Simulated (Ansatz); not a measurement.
# Al2Si2H6 (SMILES [SiH3][Al]1[AlH][SiH2]1): B3LYP/6-31G(d) (Cartesian functions)

What is the energy change on altering one bond length of Al2Si2H6 at B3LYP/6-31G* (Cartesian functions)? 

Program for the calculation: Ansatz 0.2.0.

44 further runs of the same task are left out: 44 set aside as unsound or not needed. Runs told in other sessions of the task aren't counted.

### Step 1. Starting point

The species is Al2Si2H6 (10 atoms), meant as a singlet with charge 0. As SMILES, `[SiH3][Al]1[AlH][SiH2]1`. Geometry: relaxed at PBE0-D4/def2-TZVP.

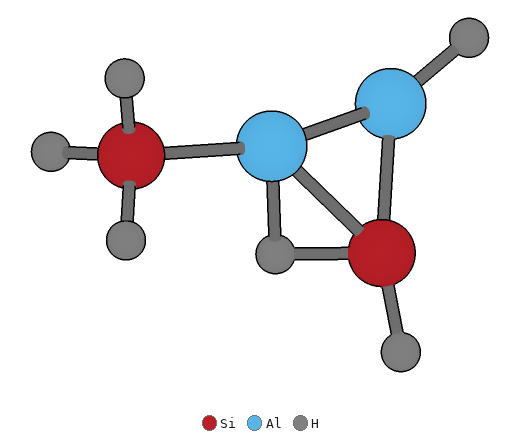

The structure, seen from a chosen angle (silicon red, aluminium blue, hydrogen grey).

### Step 2. The energy at B3LYP/6-31G(d) (Cartesian functions)

Contents of input.yaml:

```yaml
crystal:
  periodic: [false, false, false]
  atoms:
    - {symbol: Si, position_ang: [-1.426500, 1.264600, -1.412100]}
    - {symbol: Al, position_ang: [-0.140100, -0.429800, -0.177000]}
    - {symbol: Al, position_ang: [0.542000, -2.376000, 1.198900]}
    - {symbol: Si, position_ang: [1.875500, -0.449300, 1.195500]}
    - {symbol: H, position_ang: [-1.958600, 0.687200, -2.679200]}
    - {symbol: H, position_ang: [-2.589700, 1.742300, -0.611500]}
    - {symbol: H, position_ang: [-0.589800, 2.446700, -1.761500]}
    - {symbol: H, position_ang: [0.798300, -3.933700, 1.336500]}
    - {symbol: H, position_ang: [0.619900, 0.509800, 1.257200]}
    - {symbol: H, position_ang: [2.952200, 0.487100, 1.656400]}
basis:
  gaussian:
    orbitals: "6-31G*"
total_charge: 0
hamiltonian:
  xc: {name: B3LYP}
accuracy: high
output: {orbitals: {seedname: orbitals}}
```

On the command line:

```
$ ansatz run input.yaml --threads 1 --pin off --max-ram 2610MiB --events-out events.jsonl --progress --plain --runs-dir runs
```

The log of the run:

```text
Warning: RAYON_NUM_THREADS=1 ignored (pool sized by the plan → 1); use --threads N
Functional definition: B3LYP
  name "B3LYP"
  parameter a0 = 0.2
  parameter ax = 0.72
  parameter ac = 0.81
  exchange = (1 - a0 - ax)*slater_x + ax*b88_x + a0*exact_x
  correlation = (1 - ac)*vwn_rpa_c + ac*lyp_c
1904 factors; integrals over basis functions are off by at most 1.7e-8 eV
mean field evaluation 1: about -29044.0247 eV, gradient 1.8e1 eV
mean field evaluation 2: about -29043.8811 eV, gradient 1.8e1 eV
mean field evaluation 4: about -29045.4955 eV, gradient 1.2e0 eV
mean field evaluation 8: about -29045.6532 eV, gradient 8.7e-2 eV
mean field evaluation 16: about -29045.6533 eV, gradient 1.1e-5 eV
mean field -29045.65326170 eV, -1067.4080695167 hartree, gradient 2.9e-8 eV, S^2 0.000000; 0 other end points of the search recorded, 0 dependent functions left out
reference -29045.65331187 eV, -1067.4080713602 hartree; 30, 30 occupied and 58, 58 virtual orbitals, 1904 factors
Total energy: -29045.65331187 eV, -1067.4080713602 hartree
```

It took 4.2 s on 1 thread of AMD EPYC 9R45 (Zen 5), shared host; peak memory 0.35 GiB.

### Step 3. The distorted shape, same level

Contents of run.yaml:

```yaml
crystal:
  periodic: [false, false, false]
  atoms:
    - {symbol: Si, position_ang: [-1.346670, 1.351226, -1.221999]}
    - {symbol: Al, position_ang: [-0.060270, -0.343174, 0.013101]}
    - {symbol: Al, position_ang: [0.621830, -2.289374, 1.389001]}
    - {symbol: Si, position_ang: [1.955330, -0.362674, 1.385601]}
    - {symbol: H, position_ang: [-1.958600, 0.687200, -2.679200]}
    - {symbol: H, position_ang: [-2.509870, 1.828926, -0.421399]}
    - {symbol: H, position_ang: [-0.509970, 2.533326, -1.571399]}
    - {symbol: H, position_ang: [0.878130, -3.847074, 1.526601]}
    - {symbol: H, position_ang: [0.699730, 0.596426, 1.447301]}
    - {symbol: H, position_ang: [3.032030, 0.573726, 1.846501]}
basis:
  gaussian: {orbitals: "6-31G*"}
hamiltonian: {xc: {name: B3LYP}}
accuracy: high
output: {orbitals: {seedname: orbitals}}
```

On the command line:

```
$ ansatz run run.yaml --threads 1 --pin off --max-ram 2610MiB --events-out events.jsonl --progress --plain --runs-dir runs
```

The log of the run, shortened:

```text
Warning: RAYON_NUM_THREADS=1 ignored (pool sized by the plan → 1); use --threads N
[... 7 set-up lines as earlier in the session ...]
1904 factors; integrals over basis functions are off by at most 1.3e-8 eV
mean field evaluation 1: about -29043.7806 eV, gradient 1.7e1 eV
mean field evaluation 2: about -29043.5514 eV, gradient 1.8e1 eV
mean field evaluation 4: about -29045.1853 eV, gradient 1.2e0 eV
mean field evaluation 8: about -29045.3358 eV, gradient 9.4e-2 eV
mean field evaluation 16: about -29045.3358 eV, gradient 1.2e-5 eV
mean field -29045.33582949 eV, -1067.3964040981 hartree, gradient 5.6e-8 eV, S^2 0.000000; 0 other end points of the search recorded, 0 dependent functions left out
reference -29045.33587976 eV, -1067.3964059454 hartree; 30, 30 occupied and 58, 58 virtual orbitals, 1904 factors
Total energy: -29045.33587976 eV, -1067.3964059454 hartree
```

Run time: 4.5 s. Hardware: 1 thread of AMD EPYC 9R45 (Zen 5), shared host; peak memory 0.35 GiB.

### Step 4. What came out

Level: B3LYP/6-31G* (Cartesian functions).

| quantity | value |
| --- | --- |
| first shape: total energy | -1067.40807 Eh |
| first shape: HOMO energy | -5.90 eV |
| first shape: LUMO energy | -1.90 eV |
| first shape: HOMO–LUMO gap | 4.00 eV |
| distorted shape: total energy | -1067.39641 Eh |
| distorted shape: HOMO energy | -5.94 eV |
| distorted shape: LUMO energy | -1.93 eV |
| distorted shape: HOMO–LUMO gap | 4.00 eV |
| energy change with the Si1–H5 bond stretched from 1.491 to 1.714 Å | 0.317 eV |

In words: With the Si1–H5 bond stretched from 1.491 to 1.714 Å the energy rises by 0.32 eV (7.3 kcal/mol). The first shape isn't relaxed at this level, so the change isn't measured from a minimum.
